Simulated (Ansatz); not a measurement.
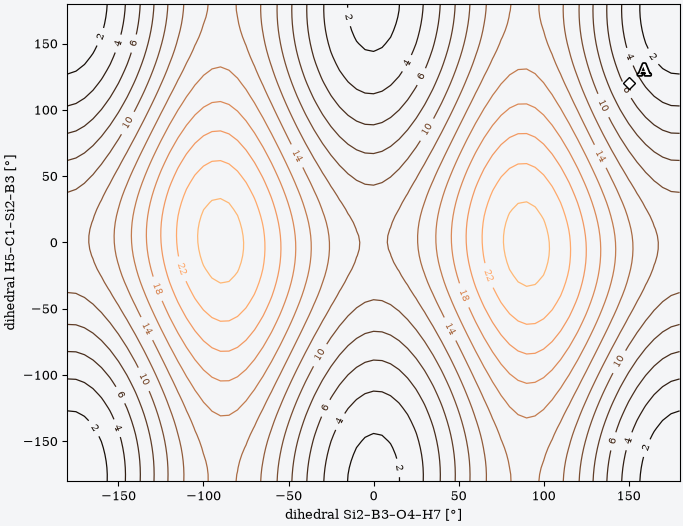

CH₃BOSi, SMILES C#[Si]BO. Coordinates scanned: (1) dihedral Si2–B3–O4–H7; (2) dihedral H5–C1–Si2–B3. Nothing is relaxed (all other coordinates rigid). Grid: 12 × 12 points; 116 points were computed and 28 follow by symmetry. Points are written as (first, second). Energies are in kcal/mol, from the lowest grid point. The dihedral twists a double bond; near 90° a spin-restricted reference is unreliable. These are results of RKS PBE0-D4/def2-TZVP in Ansatz, not measurements.

Drawn: contour lines labelled in kcal/mol, the point A. Between grid points the surface is interpolated.

### Is A at rest? If not, where is it pushed?

A, at (150°, 120°), is not a stationary point. The computed force is 0.19 kcal/mol for each degree towards larger values of dihedral Si2–B3–O4–H7 and 0.075 kcal/mol for each degree towards larger values of dihedral H5–C1–Si2–B3.
